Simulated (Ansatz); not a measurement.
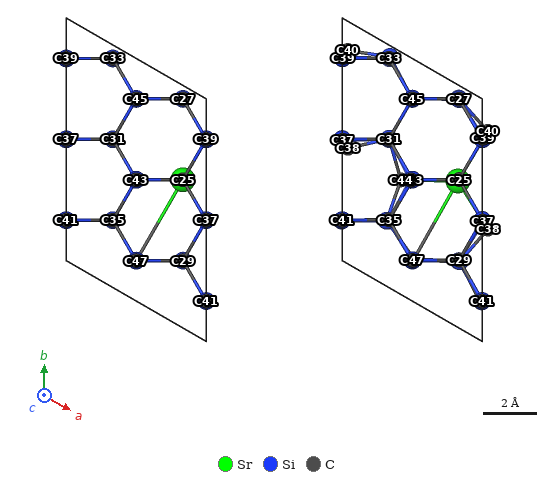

Two geometries of a defect cell of composition SrSi23C24 (cell charge −1), drawn at one scale. One is the start of a relaxation, the other its converged end. Style: ball-and-stick. Shown: the cell of the calculation (origin shifted), along the c axis.

Level of theory: DFT, PBE, plane-wave PAW, default files, scalar-relativistic (Ansatz 0.2.0). Set-up: plane-wave cutoff 420 eV; k-point mesh 4 × 3 × 2; occupations fermi dirac; smearing width 0.01 eV; collinear spin; atoms relaxed in a fixed cell; force threshold 0.03 eV/Å; at most 40 steps.

> Which geometry has the lower energy?

The right one is the relaxed one. The energy falls by 8.318 eV per cell of the calculation in 5 geometry steps. Largest force component: 11 eV/Å at the start, 0.02 eV/Å at the end. A C atom moves most: 0.47 Å roughly along [−3 −1 −1]. By element the largest moves are C 0.47 Å, Si 0.10 Å, Sr 0.07 Å. The cell stays as it was. Near-neighbour distances that change, for instance: C–Sr 1.868 → 2.314 Å, C–Sr 1.868 → 2.291 Å, C–Sr 1.943 → 2.342 Å, C–Sr 3.599 → 3.451 Å. Among the angles between lasting bonds that change: C–Si–C 110.8° → 80.7°, Sr–C–Si 110.8° → 96.0°, Sr–C–Si 110.8° → 97.5°.

Limits of the set-up: the periodic images lie only 6.2 Å apart, so the values are limited by the cell's size; the cell is charged, on a uniform background, and energies carry no finite-size correction.
